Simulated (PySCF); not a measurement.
Al(Cl)(F)(nPr), SMILES C([CH2][Al]([Cl])[F])C (C₃H₇AlClF), CAM-B3LYP/def2-SVP optimised geometry. Atoms within 1.6 Å of the plane z = 0.0 Å (x, y, z in Å): Al1 (1.18, -0.92, 0.00), Cl2 (3.27, -0.92, 0.00), F3 (0.47, -2.41, 0.00), C4 (0.11, 0.69, 0.00), C5 (-1.41, 0.49, -0.01), C6 (-2.19, 1.80, -0.02), H7 (0.42, 1.30, -0.87), H8 (0.42, 1.30, 0.88), H9 (-1.70, -0.11, -0.88), H10 (-1.71, -0.11, 0.87), H11 (-1.95, 2.41, 0.87), H12 (-3.27, 1.62, -0.03), H13 (-1.94, 2.40, -0.91).

Method: CAM-B3LYP/def2-TZVP (PySCF 2.14.0). Cells within 0.4 Å of a nucleus heavier than hydrogen are left out (blank, or x).

Map of the HOMO amplitude (bohr^(-3/2)), clipped to [-0.25, 0.25] on the plane z = 0.0 Å; orbital energy -9.78 eV, overall sign arbitrary:

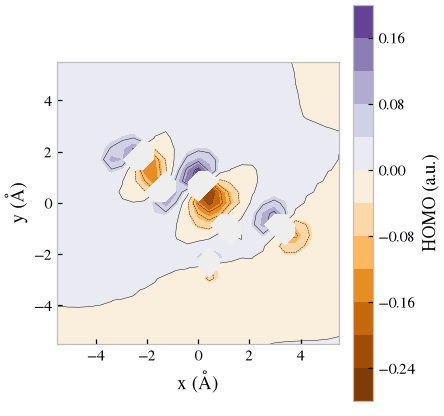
Figure: HOMO amplitude (bohr^(-3/2)), clipped to [-0.25, 0.25] on the plane z = 0.0 Å.
